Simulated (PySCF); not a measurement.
# C6H8F2O: what the fields show

```yaml
atoms:
  - { symbol: F, position_ang: [-0.8659, 2.6133, -0.3906] }
  - { symbol: C, position_ang: [-1.0160, 1.5843, 0.4862] }
  - { symbol: F, position_ang: [-0.4776, 2.0196, 1.6539] }
  - { symbol: C, position_ang: [-0.3307, 0.3470, -0.0079] }
  - { symbol: C, position_ang: [1.1776, 0.3755, -0.1783] }
  - { symbol: C, position_ang: [1.5677, -1.1078, -0.0266] }
  - { symbol: O, position_ang: [0.5230, -1.7603, 0.6825] }
  - { symbol: C, position_ang: [-0.6453, -1.0329, 0.5048] }
  - { symbol: C, position_ang: [-1.0716, -0.6381, -0.8811] }
  - { symbol: H, position_ang: [-2.0961, 1.4422, 0.6482] }
  - { symbol: H, position_ang: [1.4870, 0.7746, -1.1434] }
  - { symbol: H, position_ang: [1.6169, 0.9845, 0.6133] }
  - { symbol: H, position_ang: [1.6933, -1.5777, -1.0100] }
  - { symbol: H, position_ang: [2.4865, -1.2506, 0.5444] }
  - { symbol: H, position_ang: [-1.3745, -1.2453, 1.2722] }
  - { symbol: H, position_ang: [-0.5567, -1.0501, -1.7339] }
  - { symbol: H, position_ang: [-2.1246, -0.4663, -1.0434] }
```

Geometry: GFN2-xTB.

Theory: PBE0/pcSseg-1, SCF density, in a water solvent model, non-relativistic (PySCF).

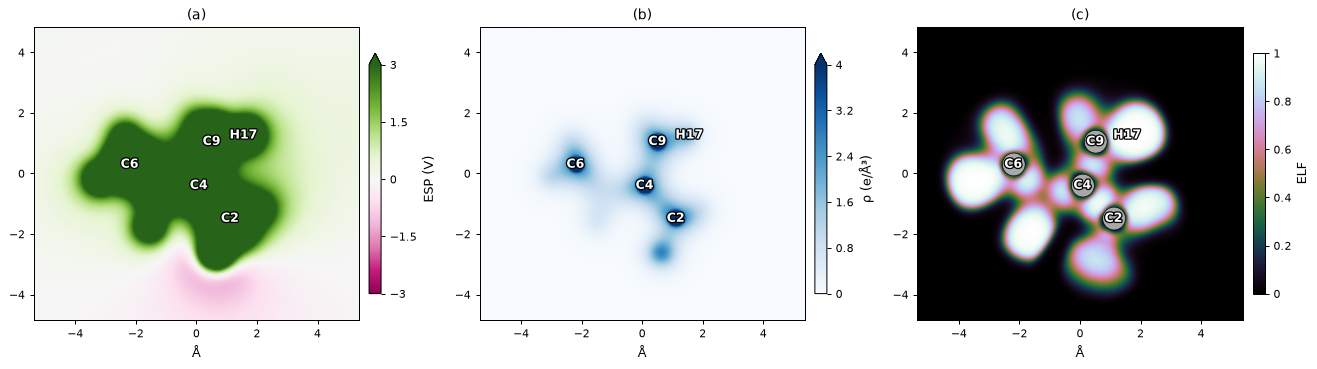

Figure 1. (a) electrostatic potential; (b) total electron density; (c) ELF on the plane of atoms C2, C4 and C9. Grey discs cover the atomic cores in the ELF map.

What do the fields say about this system?

- The plane passes through C and H nuclei.
- C–C (1.50 Å): ρ is about 1.8 e/Å³ halfway; the ELF peaks at about 0.95 between the atoms, as expected for a shared electron pair.
- C–H (1.08 Å): the density is about 2 e/Å³ at the midpoint; the ELF climbs to about 1 towards the hydrogen, as it does in any bond to H; a covalent bond by its length.
- The ELF also peaks beside F3, away from the bonds: lone-pair regions.
- Outside the dense part of the molecule the potential is most negative (−1.2 V) near F3, which lies off the plane.

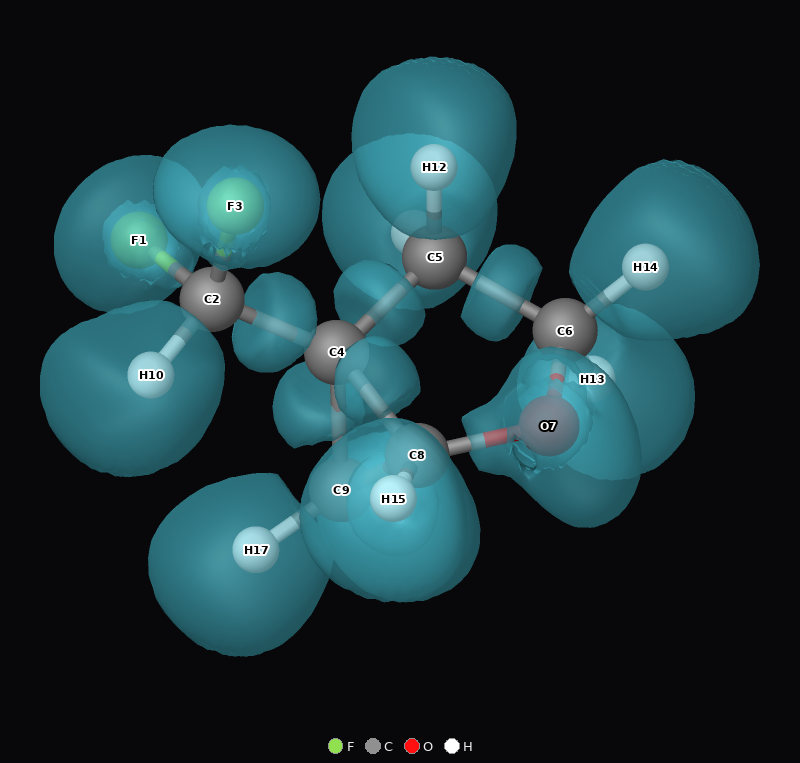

Figure 2. Isosurface of the electron localisation function at 0.75 (cyan), seen at a tilt. Core shells and regions of very low density are left out.

Identify the bonds, lone pairs and shells in this picture.

The surface consists of six regions between bonded C–C atoms (shared pairs), eight regions around hydrogen nuclei, two regions on F in which the atom's valence shell and bonds are merged and one region on O in which the atom's valence shell and bonds are merged.


C–F (1.36 Å): the ELF peaks at about 0.85 between the atoms (a shared but strongly polarised pair). C–O (1.39 Å): the ELF peaks at about 0.90 between the atoms; a polar covalent bond.

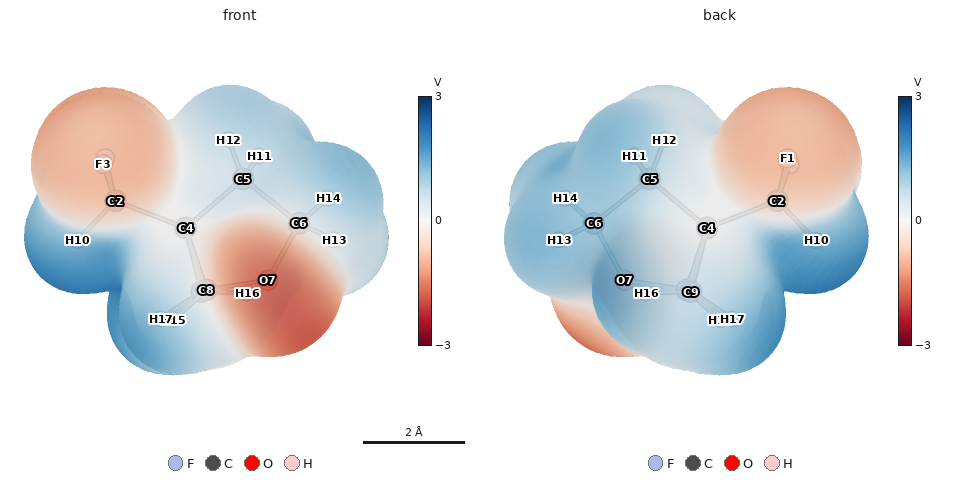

Figure 3. The molecular electrostatic potential painted on the density surface at 0.004 e/bohr³, seen from the front and from behind; the colour scale runs from red (negative) to blue (positive).

Describe the electrostatic potential map.

The most negative region (about −1.8 V) lies over O7, the most positive (about +2.1 V) over C2, C8, C9 and H10. O7 is the likeliest acceptor of a hydrogen bond.
